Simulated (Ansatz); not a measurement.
# Lattice dynamics of Li5Sc (built on the sites of a database entry of YCu5)

Task: relax Li5Sc (built on the sites of a database entry of YCu5), then find its harmonic phonons.

Method: DFT LDA, scalar-relativistic, plane waves, norm-conserving pseudopotentials, in Ansatz 0.2.0.

The structure was built from a prototype and need not be the compound's stable phase.

## Step 1: Set-up

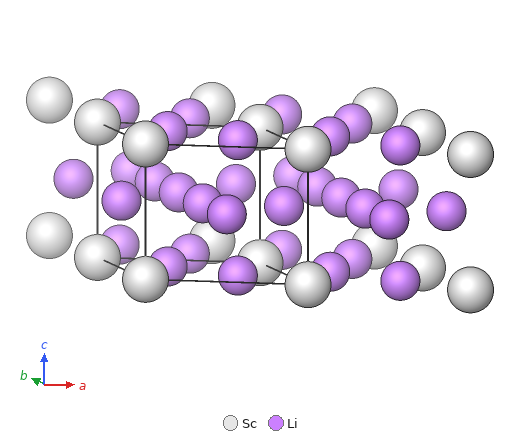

Start, viewed slightly off an axis; scandium white, lithium purple. 2×2×1 cells are drawn. Some periodic images of atoms are drawn too.

Coordinates:

```cif
data_structure
_symmetry_space_group_name_H-M 'P6/mmm'
_symmetry_Int_Tables_number 191
_cell_length_a 4.7757
_cell_length_b 4.7757
_cell_length_c 3.9093
_cell_angle_alpha 90.000
_cell_angle_beta 90.000
_cell_angle_gamma 120.000
_cell_volume 77.22
loop_
_atom_site_label
_atom_site_type_symbol
_atom_site_symmetry_multiplicity
_atom_site_Wyckoff_symbol
_atom_site_fract_x
_atom_site_fract_y
_atom_site_fract_z
_atom_site_occupancy
Sc1 Sc 1 a 0.00000 0.00000 0.00000 1
Li1 Li 3 g 0.50000 0.00000 0.50000 1
Li2 Li 2 c 0.33333 0.66667 0.00000 1
```

## Step 2: Rough relaxation

A rough relaxation comes first, because large forces or stress need no tight tolerances yet.

File input.yaml:

```yaml
crystal:
  lattice:
    - [4.77575, 0.0, 0.0]
    - [-2.38787, 4.13592, 0.0]
    - [0.0, 0.0, 3.90934]
  atoms:
    - { symbol: Sc, position: [0.0, 0.0, 0.0] }
    - { symbol: Li, position: [0.5, 0.0, 0.5] }
    - { symbol: Li, position: [0.5, 0.5, 0.5] }
    - { symbol: Li, position: [0.0, 0.5, 0.5] }
    - { symbol: Li, position: [0.3333333333, 0.6666666667, 0.0] }
    - { symbol: Li, position: [0.6666666667, 0.3333333333, 0.0] }
kpoints:
  mp_grid: { grid: [6, 6, 6] }
hamiltonian:
  xc: lda
  pseudopotentials: { kind: nc }
scf:
  occupations: { method: gaussian, width: 0.1 }
output:
  forces: true
  stress: true
  eigenvalues: true
relax:
  adjacent_minimum: "off"
  f_tol: 0.05
  max_steps: 80
  cell: { stress_tol: 0.5 }
```

Run with:

```bash
$ ansatz run input.yaml --threads 8 --pin off --max-ram 14336MiB --backend cpu --events-out ev --progress --plain --runs-dir out
```

Numbers of over 12 decimals in the logs are rounded to 6 here.

The program printed:

```text
The last accepted step is kept in <dir> (removed where the run ends without a failure and the disk answers)
Engine: ansatz 0.2.0, aarch64-unknown-linux-gnu
Pseudopotentials: kind: nc
Pseudopotential: Sc, nc, valence charge 11, recommended cutoff 1061.244064 eV (normal), Sc.nc.azcp (PseudoDojo's, or run here from an input of PseudoDojo's: the run reads no file of this project's for it)
[...]
cell:  # Å, volume = 114.0112 Å³
    - [5.410759, -3.2705893307919103e-6, 0]
    - [-2.705377, 4.685856, 0]
    - [0, 0, 4.496770]
  atoms:
    - { symbol: Sc, position: [0, 0, 0] }
    - { symbol: Li, position: [0.5, 0, 0.500000] }
    - { symbol: Li, position: [0.500000, 0.500000, 0.500000] }
    - { symbol: Li, position: [2.7755575615628914e-17, 0.500000, 0.500000] }
    - { symbol: Li, position: [0.333333, 0.666667, 0] }
    - { symbol: Li, position: [0.666667, 0.333333, 0] }
[key lines of the parts left out:]
SCF converged after 4 iterations
Free energy (F): -2282.917458 eV
Fermi energy:    2.849224 eV
P = ⅓ Tr σ = 0.0091 GPa (0.091 kbar)
```

The job ended after 8.7 s (8 threads of Arm Neoverse V2, shared host; peak memory 0.79 GiB).

Step by step:

```tsv
step	energy less that of the first step (eV)	largest force component (eV/Å)	pressure (GPa)	volume (Å³)
1	0.0000	0.0000	17.47	77.22
2	-0.9164	0.0000	8.52	88.88
3	-1.3332	0.0000	2.53	101.50
4	-1.3881	0.0000	0.26	107.98
5*	-1.4566	0.0000	1.32	107.98
6	-1.4780	0.0000	0.38	112.06
7	-1.4813	0.0000	0.00	114.01
8*	-1.4822	0.0000	0.01	114.01
```

Relaxation steps marked * repeat the geometry before them on a plane-wave basis chosen anew for their cell, so energy and pressure can jump there.

Forces are held to the 24 operations that the run works with; a distortion that breaks them can't arise in this run.

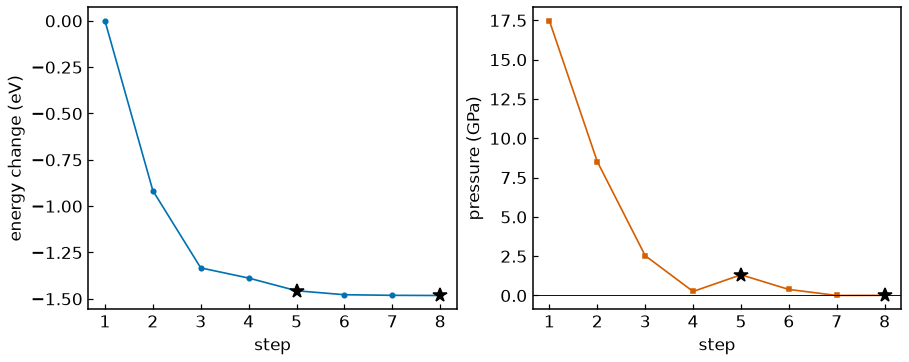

Energy and pressure along the relaxation. Stars mark steps on a basis chosen anew.

```tsv
cell as run	before	after	change
a (Å)	4.776	5.411	+13.3 %
b (Å)	4.776	5.411	+13.3 %
c (Å)	3.909	4.497	+15.0 %
volume (Å³/atom)	12.87	19.00	+47.6 %
```

The relaxed structure:

```xyz
6
Lattice="5.4108 0.0000 0.0000 -2.7054 4.6859 0.0000 0.0000 0.0000 4.4968" Properties=species:S:1:pos:R:3 pbc="T T T"
Sc    0.0000    0.0000    0.0000
Li    2.7054    0.0000    2.2484
Li    1.3527    2.3429    2.2484
Li   -1.3527    2.3429    2.2484
Li    0.0000    3.1239    0.0000
Li    2.7054    1.5619    0.0000
```

Numbers from this step:

| Quantity | Value |
| --- | --- |
| pressure | 0.009059 GPa |
| volume per atom | 19.00 Å³ |
| gap on the k-mesh | 0 eV |

In this step the volume went from 12.87 to 19.00 Å³/atom.

## Step 3: Relaxation

Harmonic phonons are second derivatives at a point where the forces vanish, and they are wanted at zero stress, so atoms and cell are relaxed first.

Edit input.yaml of step 2 so:

```diff
@@ -2,5 +2,5 @@
   lattice:
-    - [4.77575, 0.0, 0.0]
-    - [-2.38787, 4.13592, 0.0]
-    - [0.0, 0.0, 3.90934]
+    - [5.4107588679, -3.2706e-06, 0.0]
+    - [-2.7053766015, 4.6858562687, 0.0]
+    - [0.0, 0.0, 4.4967696721]
   atoms:
@@ -13,3 +13,3 @@
 kpoints:
-  mp_grid: { grid: [6, 6, 6] }
+  mp_grid: { grid: [6, 6, 8] }
 hamiltonian:
@@ -23,6 +23,10 @@
   eigenvalues: true
+  write_density: true
+  write_potential: true
+  elf: true
+  volumetric_format: npy
 relax:
   adjacent_minimum: "off"
-  f_tol: 0.05
+  f_tol: 0.005
   max_steps: 80
-  cell: { stress_tol: 0.5 }
+  cell: { stress_tol: 0.05 }
```

The program printed:

```text
[...]
Crystal: 6 atoms, lattice volume = 114.011 Å³
Basis set: ecut = 1061.244064 eV, 8909 PW (Γ)
Bands: 19, of which v1, the nominal top of the filled ones, is band 13 counted from 1 (12 counted from 0)
Symmetry: 24 space group operations
[...]
k-points: 35 of 288
[...]
SCF iter   1: F=—  HF=-2284.707516 eV  |F-HF|=—  |Δ(HF+E_count)|=         —  Δρ=4.50e-2  dr2=7.75e0  ethr=3.10e-3  ⟨swp⟩=5.9  Hψ=3432  notcnv=0
[...]
SCF iter  10: F=-2282.927418 eV  HF=-2282.927418 eV  |F-HF|=2.57e-10  |Δ(HF+E_count)|=   2.50e-8  Δρ=1.14e-6  dr2=1.55e-9  ethr=3.85e-10  ⟨swp⟩=13.4  Hψ=4885  notcnv=0
SCF 1 converged in 10 iterations: F = -2282.927418 eV  dr2 = 1.55e-9
relax step   1: F+E_penalty+E_count = -2282.92741826 eV  Δ(F+E_penalty+E_count) = +0.000e0 eV  max|allowed force component| = 6.939e-18 eV/Å  Δτ_max = 0.0000 Å  P = -0.006 GPa  Ω = 114.011 Å³  (10 SCF iters, dr2 threshold 1.00e-7 eV, accepted)
Crystal: 6 atoms, lattice volume = 114.004 Å³
Basis set: ecut = 1061.244064 eV, 8933 PW (Γ)
[...]
SCF iter   5: F=-2282.928677 eV  HF=-2282.928677 eV  |F-HF|=4.80e-9  |Δ(HF+E_count)|=   4.39e-8  Δρ=3.49e-6  dr2=1.17e-8  ethr=6.48e-10  ⟨swp⟩=8.9  Hψ=4156  notcnv=0
SCF 2 converged in 5 iterations: F = -2282.928677 eV  dr2 = 1.17e-8
relax step   2: F+E_penalty+E_count = -2282.92867744 eV  Δ(F+E_penalty+E_count) = -1.259e-3 eV  max|allowed force component| = 6.939e-18 eV/Å  Δτ_max = 0.0000 Å  P = -0.015 GPa  Ω = 114.004 Å³  energy of the carried Pulay correction = -1.918e-6 eV  (5 SCF iters, dr2 threshold 1.69e-7 eV, accepted)
Crystal: 6 atoms, lattice volume = 113.428 Å³
Basis set: ecut = 1061.244064 eV, 9005 PW (Γ)
[...]
SCF iter   6: F=-2282.929320 eV  HF=-2282.929320 eV  |F-HF|=3.48e-8  |Δ(HF+E_count)|=   9.75e-8  Δρ=4.76e-6  dr2=5.29e-8  ethr=4.61e-10  ⟨swp⟩=10.2  Hψ=4827  notcnv=0
SCF 3 converged in 6 iterations: F = -2282.929320 eV  dr2 = 5.29e-8
relax step   3: F+E_penalty+E_count = -2282.92932038 eV  Δ(F+E_penalty+E_count) = -6.429e-4 eV  max|allowed force component| = 6.939e-18 eV/Å  Δτ_max = 0.0000 Å  P = +0.047 GPa  Ω = 113.428 Å³  energy of the carried Pulay correction = +3.091e-5 eV  (6 SCF iters, dr2 threshold 1.20e-7 eV, accepted)
[...]
relax step   4: F+E_penalty+E_count = -2282.93023276 eV  Δ(F+E_penalty+E_count) = -9.124e-4 eV  max|allowed force component| = 3.277e-18 eV/Å  Δτ_max = 0.0000 Å  P = +0.007 GPa  Ω = 113.718 Å³  energy of the carried Pulay correction = +1.258e-5 eV  (5 SCF iters, dr2 threshold 1.50e-7 eV, accepted)
[...]
SCF iter   1: F=—  HF=-2282.930173 eV  |F-HF|=—  |Δ(HF+E_count)|=         —  Δρ=2.20e-5  dr2=1.55e-7  ethr=5.83e-7  ⟨swp⟩=3.1  Hψ=5054  notcnv=0
eigensolver tolerance schedule: the retry pair's looser diagonalisation over-reported the residual by 978.30 of it (diagonalisation noise at 0.23 of the residual, at the tolerance the schedule requests for it); recorded, not acted on — ethr = c·dr2/N_el stays at c = 1.0e-1
[...]
SCF iter   2: F=—  HF=-2282.930273 eV  |F-HF|=—  |Δ(HF+E_count)|=   1.01e-4  Δρ=1.15e-5  dr2=6.00e-8  ethr=5.95e-10  ⟨swp⟩=3.0  Hψ=1329  notcnv=0
[...]
SCF iter   6: F=-2282.930273 eV  HF=-2282.930273 eV  |F-HF|=9.09e-12  |Δ(HF+E_count)|=  4.55e-13  Δρ=8.05e-8  dr2=1.28e-11  ethr=1.00e-12  ⟨swp⟩=6.1  Hψ=2965  notcnv=0
SCF 5 converged in 6 iterations: F = -2282.930273 eV  dr2 = 1.28e-11
relax step   5: F+E_penalty+E_count = -2282.93027306 eV  Δ(F+E_penalty+E_count) = -4.030e-5 eV  max|allowed force component| = 2.313e-18 eV/Å  Δτ_max = 0.0000 Å  P = +0.008 GPa  Ω = 113.718 Å³  stress off target by 3.51e-2 GPa  SCF on the basis re-selected at this cell (its energy is not comparable with the rows above)  (6 SCF iters)
[...]
SCF converged after 6 iterations
Free energy (F): -2282.930273 eV
[...]
Internal energy: -2282.905508 eV  (E = F + TS)
E sigma→0 (E₀):  -2282.917891 eV
Entropy (-TS):   -0.024765 eV (-4.128 meV/atom)
Fermi energy:    2.872530 eV
[...]
--- Stress (GPa, compression-positive) ---
       -0.005726      -0.000000       0.000000
       -0.000000      -0.005726       0.000000
        0.000000       0.000000       0.035123
  P = ⅓ Tr σ = 0.0079 GPa (0.079 kbar)
--- Band table (eV; the first three rows and the last of 35) ---
  k-point 0: bands = [... 9 lower, -1.0863, 2.7052, 2.7052, 3.1471, 3.4482, 3.7595, 3.7747, 3.7747, ... 2 higher]
  k-point 1: bands = [... 9 lower, -0.9898, 2.7162, 2.7162, 2.8263, 3.4376, 3.5217, 3.5217, 3.8011, ... 2 higher]
  k-point 2: bands = [... 9 lower, -0.7067, 2.0704, 2.7435, 2.7435, 3.2622, 3.2622, 3.4121, 4.0341, ... 2 higher]
  k-point 34: bands = [... 9 lower, 1.7661, 1.7661, 1.8271, 2.0303, 2.0303, 2.4219, 4.0252, 4.0252, ... 2 higher]
--- Relaxed structure (4 steps of the walk, 4 accepted, 1 SCFs on fresh bases) ---
[...]
cell:  # Å, volume = 113.7176 Å³
    - [5.459806, -3.3002629402864096e-6, 0.0]
    - [-2.729900, 4.728332, 0.0]
    - [0.0, 0.0, 4.404967]
  atoms:
    - { symbol: Sc, position: [0, 0, 0.0] }
    - { symbol: Li, position: [0.500000, 0.0, 0.500000] }
    - { symbol: Li, position: [0.500000, 0.5, 0.500000] }
    - { symbol: Li, position: [2.7755575615628914e-17, 0.500000, 0.500000] }
    - { symbol: Li, position: [0.333333, 0.666667, 0.0] }
    - { symbol: Li, position: [0.666667, 0.333333, 0.0] }
```

Run time: 9.2 s. Hardware: 8 threads; peak memory 0.86 GiB; 67 s of CPU time.

Relaxation path:

```tsv
step	energy less that of the first step (eV)	largest force component (eV/Å)	pressure (GPa)	volume (Å³)
1	0.0000	0.0000	-0.01	114.01
2	-0.0013	0.0000	-0.02	114.00
3	-0.0019	0.0000	0.05	113.43
4	-0.0028	0.0000	0.01	113.72
5*	-0.0029	0.0000	0.01	113.72
```

Relaxation steps marked * repeat the geometry before them on a plane-wave basis chosen anew for their cell, so energy and pressure can jump there.

The run keeps the 24 symmetry operations that it works with, so distortions that break them were not tested.

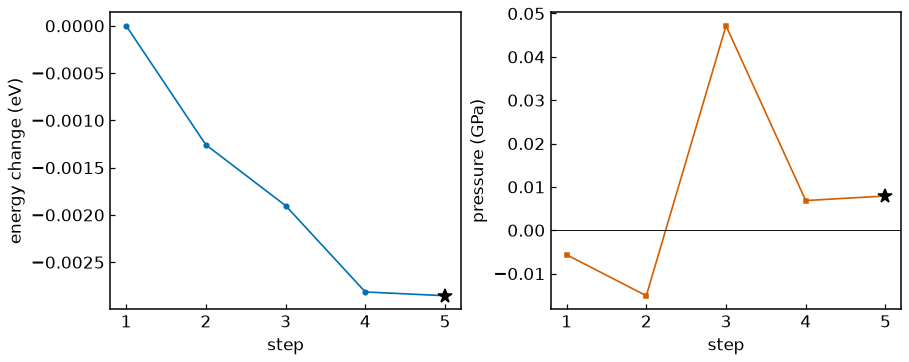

Energy and pressure along the relaxation. Stars mark steps on a basis chosen anew.

```tsv
conventional cell, symmetrised	before	after	change
a (Å)	5.411	5.460	+0.9 %
b (Å)	5.411	5.460	+0.9 %
c (Å)	4.497	4.405	-2.0 %
volume (Å³/atom)	19.00	18.95	-0.3 %
```

Final coordinates:

```cif
data_structure
_symmetry_space_group_name_H-M 'P 1'
_symmetry_Int_Tables_number 1
_cell_length_a 5.4598
_cell_length_b 5.4598
_cell_length_c 4.4050
_cell_angle_alpha 90.000
_cell_angle_beta 90.000
_cell_angle_gamma 120.000
_cell_volume 113.72
loop_
_atom_site_label
_atom_site_type_symbol
_atom_site_fract_x
_atom_site_fract_y
_atom_site_fract_z
_atom_site_occupancy
Sc1 Sc 0.00000 0.00000 0.00000 1
Li2 Li 0.50000 0.00000 0.50000 1
Li3 Li 0.50000 0.50000 0.50000 1
Li4 Li 0.00000 0.50000 0.50000 1
Li5 Li 0.33333 0.66667 0.00000 1
Li6 Li 0.66667 0.33333 0.00000 1
```

This step gave:

| Property | Result |
| --- | --- |
| pressure | 0.007890 GPa |
| volume per atom | 18.95 Å³ |

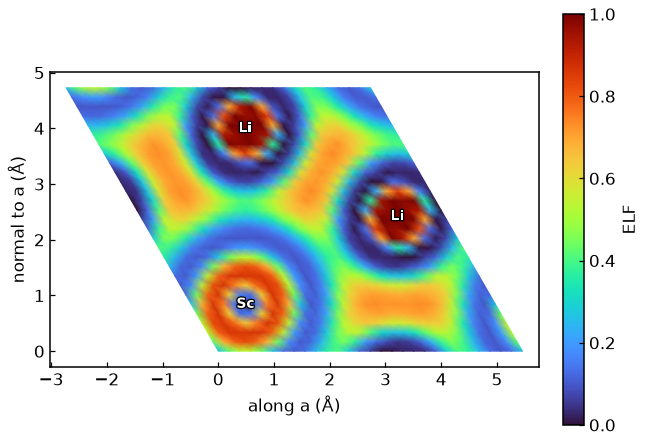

ELF in the ab plane at fractional z = 0.000, with atoms of Sc and Li within 0.2 Å of it. It is the smooth field of the valence electrons, not physical close to the nuclei. The map starts off the cell's origin, so that atoms lie inside it.

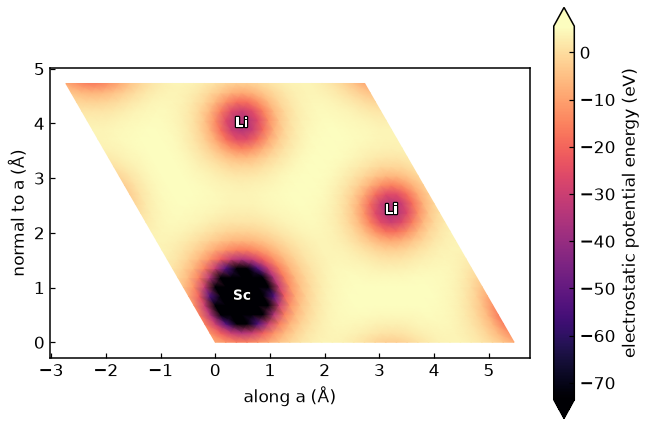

Electrostatic potential energy in the ab plane at fractional z = 0.000, with atoms of Sc and Li within 0.2 Å of it. With pseudopotentials it is smooth inside the atoms' cores, unlike the true potential. The map starts off the cell's origin, so that atoms lie inside it.

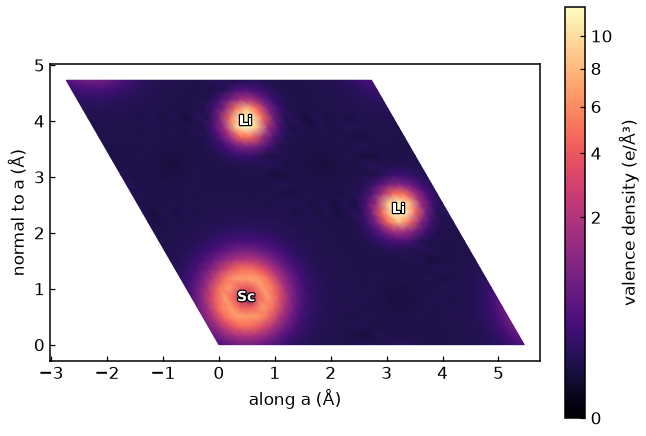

Valence density in the ab plane at fractional z = 0.000, with atoms of Sc and Li within 0.2 Å of it. It is the smooth field of the valence electrons, not physical close to the nuclei. The map starts off the cell's origin, so that atoms lie inside it. The colour scale is stretched toward low values.

In this step the volume went from 19.00 to 18.95 Å³/atom.

## Step 4: Tight relaxation

Phonons need a cell at rest on their own settings, so the relaxation is repeated with tight tolerances on forces and stress, using the mesh and the filling of the phonon run that follows.

File input.yaml:

```yaml
crystal:
  lattice:
    - [5.4598058062, -3.3003e-06, 0.0]
    - [-2.729900045, 4.7283321781, 0.0]
    - [0.0, 0.0, 4.4049674162]
  atoms:
    - { symbol: Sc, position: [0.0, 0.0, 0.0] }
    - { symbol: Li, position: [0.5, 0.0, 0.5] }
    - { symbol: Li, position: [0.5, 0.5, 0.5] }
    - { symbol: Li, position: [0.0, 0.5, 0.5] }
    - { symbol: Li, position: [0.3333333333, 0.6666666667, 0.0] }
    - { symbol: Li, position: [0.6666666667, 0.3333333333, 0.0] }
kpoints:
  mp_grid: { grid: [6, 6, 8] }
hamiltonian:
  xc: lda
  pseudopotentials: { kind: nc }
scf:
  occupations: { method: methfessel_paxton, width: 0.15 }
output:
  forces: true
  stress: true
  eigenvalues: true
relax:
  adjacent_minimum: "off"
  f_tol: 0.001
  max_steps: 60
  cell: { stress_tol: 0.01 }
```

The program printed:

```text
[...]
Crystal: 6 atoms, lattice volume = 113.718 Å³
Basis set: ecut = 1061.244064 eV, 8969 PW (Γ)
Bands: 19, of which v1, the nominal top of the filled ones, is band 13 counted from 1 (12 counted from 0)
Symmetry: 24 space group operations
[...]
k-points: 35 of 288
[...]
cell:  # Å, volume = 113.6781 Å³
    - [5.458773, -3.299650401514911e-6, 0.0]
    - [-2.729384, 4.727438, 0.0]
    - [0.0, 0.0, 4.405103]
  atoms:
    - { symbol: Sc, position: [0, 0, 0.0] }
    - { symbol: Li, position: [0.500000, 0, 0.5] }
    - { symbol: Li, position: [0.5, 0.500000, 0.5] }
    - { symbol: Li, position: [5.551115123125783e-17, 0.5, 0.5] }
    - { symbol: Li, position: [0.333333, 0.666667, 0.0] }
    - { symbol: Li, position: [0.666667, 0.333333, 0.0] }
[key lines of the parts left out:]
SCF converged after 6 iterations
Free energy (F): -2282.916131 eV
Fermi energy:    2.871195 eV
P = ⅓ Tr σ = 0.0005 GPa (0.005 kbar)
```

Wall time 6.1 s (8 threads); peak memory 0.85 GiB.

Little changed from the start: no atom moved by 0.005 Å and no cell edge by 0.1 %.

Numbers from this step:

- pressure: 5.25e-4 GPa

The forces vanish by symmetry and the pressure is 0.001 GPa, within the tolerances set. The cell now holds 18.95 Å³/atom.

(Continued in part 2 of 2.)

[Logs are printed without paths, hosts, clocks, repeated set-up lines and the standing remarks that a program may print on its own settings, such as how far it seeks lower states.]

[Hosts, paths, dates, database ids (printed as entryN), source tags and the programs' standing remarks are cut or masked in the printed files.]
